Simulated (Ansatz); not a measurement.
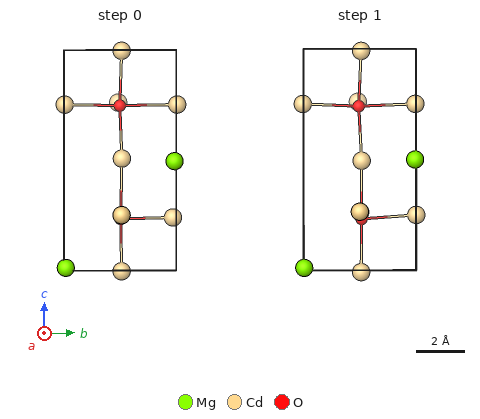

The structure of solid MgCd$_{3}$O (a generated structure, set up in P1) (coarse preliminary run) before (left) and after (right) a relaxation, at one scale.

The picture is a ball-and-stick view of the cell of the calculation, seen along the a axis.

Computed with DFT PBE, scalar-relativistic, plane waves, PAW in Ansatz 0.2.0. (plane-wave cutoff 420 eV; k-point mesh 6 × 6 × 4; occupations gaussian; smearing width 0.2 eV; no spin polarisation; cell and atoms relaxed; force threshold 0.025 eV/Å; at most 60 steps)

What changed between the two?

The run was cut off at its time limit before the relaxation converged, so the last structure is only a point on the way. Over 1 geometry step the energy falls by 27.0 meV per atom. Largest force component: 1.1 eV/Å at the start, 0.28 eV/Å at the end. The pressure goes from 1.17 to −0.03 GPa. The atom that moves furthest relative to the cell is a Cd atom (0.18 Å roughly along [0 3 1]). Largest moves by element: Cd 0.18 Å, O 0.12 Å, Mg 0.12 Å. Cell: a 4.647 → 4.654 Å (+0.2 %), b 4.776 → 4.779 Å (+0.1 %), c 9.364 → 9.394 Å (+0.3 %), β 90.5° → 90.0°, γ 88.4° → 88.8°. Volume +0.6 %. Near-neighbour distances that change, for instance: Cd–O 2.221 → 2.329 Å, Cd–O 2.563 → 2.472 Å, Cd–O 2.253 → 2.320 Å, Cd–O 2.288 → 2.345 Å. Bond angles that change, for instance: O–Cd–O 172.0° → 165.2°, Cd–O–Cd 172.0° → 165.2°, Cd–O–Cd 92.0° → 87.3°. The space group stays P1 (No. 1).
